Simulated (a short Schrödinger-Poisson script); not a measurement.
Stack: MOS inversion layer, HfO2 on p-type Si(100), at 300 K.

```
layer  material  thickness (nm)  Na (cm⁻³)
-----  --------  --------------  ---------
1          HfO2            10.8          -
2            Si             260     2.7e18
```

Constants are typed, rounded textbook-type inputs, not results; the design itself was drawn at random and stands for no fabricated device. HfO2: permittivity 22, conduction-band edge (eV) 1.55, gap (eV) 5.7, electron mass (mₑ) 0.2. Si: permittivity 11.7, conduction-band edge (eV) 0, gap (eV) 1.124, Nv at 300 K (cm⁻³) 3.1e19.

Channel valleys (confinement mass, in-plane density-of-states mass, number): Δ2 0.916, 0.19, 2; Δ4 0.19, 0.417, 4. At the gate the conduction-band edge of layer 1 lies 1.67 eV − eVg above the Fermi level of the channel; the field vanishes at the back. Gaps are held at their typed values at every temperature. Mesh 0.03 nm at interfaces.

From a short Schrödinger-Poisson script (our own, NumPy): 1D Poisson equation in equilibrium, electrons quantum, Hartree (BenDaniel-Duke, 12 states a valley, the channel's in-plane mass for all, wave functions ending at the dielectric), parabolic valleys, classical holes, full ionisation, no traps, pinning or gate leakage.

Only gate voltages with over 1e8 electrons/cm² are shown.

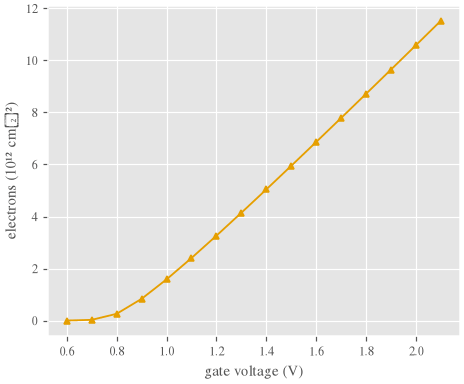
Sheet density against gate voltage

```
Vg (V)  electrons (cm⁻²)  C (μF/cm²)  Δ2 E0 (meV)  Δ2 E1 (meV)  Δ4 E0 (meV)  Δ4 E1 (meV)
------  ----------------  ----------  -----------  -----------  -----------  -----------
0.6               1.71e9       0.382        203.3        318.2        309.2        493.4
0.7              2.86e10       0.458        130.2        248.5        239.3        429.4
0.8              2.60e11       0.875         72.2        193.6        184.3        379.0
0.9              8.36e11        1.19         40.3        164.4        155.3        352.6
1                1.58e12        1.33         21.4        148.1        139.2        338.2
1.1              2.40e12        1.39          8.0        137.1        128.6        328.9
1.2              3.26e12        1.42         -2.7        128.8        120.5        322.0
1.3              4.15e12        1.45        -11.8        122.0        114.1        316.5
1.4              5.04e12        1.46        -20.0        116.2        108.6            -
1.5              5.95e12        1.48        -27.4        111.1        103.7            -
1.6              6.87e12        1.49        -34.3            -            -            -
1.7              7.79e12        1.50        -40.9            -            -            -
1.8              8.72e12        1.50            -            -            -            -
1.9              9.65e12        1.51            -            -            -            -
2                1.06e13        1.51            -            -            -            -
2.1              1.15e13        1.52            -            -            -            -
```

Subbands count from the Fermi level; a dash marks a level above the dielectric's band edge.
